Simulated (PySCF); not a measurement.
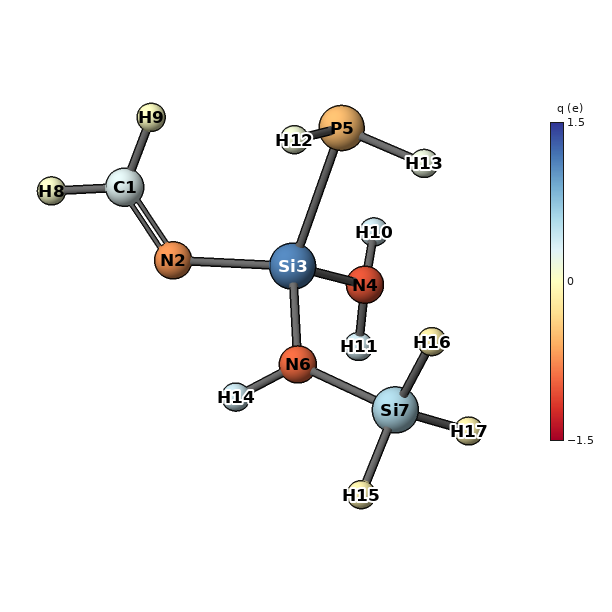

Atoms are coloured by their ESP-fitted charges. Computed geometry: GFN2-xTB optimisation. No frequency run is at hand to confirm it as a minimum. Level of theory: PBE0/pcSseg-1, gas phase (PySCF 2.14.0).

Give the ESP-fitted charges atom by atom.

```tsv
atom	value (e)
C1	0.28
N2	−0.70
Si3	1.09
N4	−1.01
P5	−0.50
N6	−0.89
Si7	0.55
H8	0.05
H9	0.01
H10	0.38
H11	0.38
H12	0.13
H13	0.17
H14	0.40
H15	−0.10
H16	−0.15
H17	−0.11
```

The geometry is semi-empirical. Around P, Si such bond lengths and angles can be off by a tenth of an ångström or more and by several degrees, and values that hang on the shape move with them.
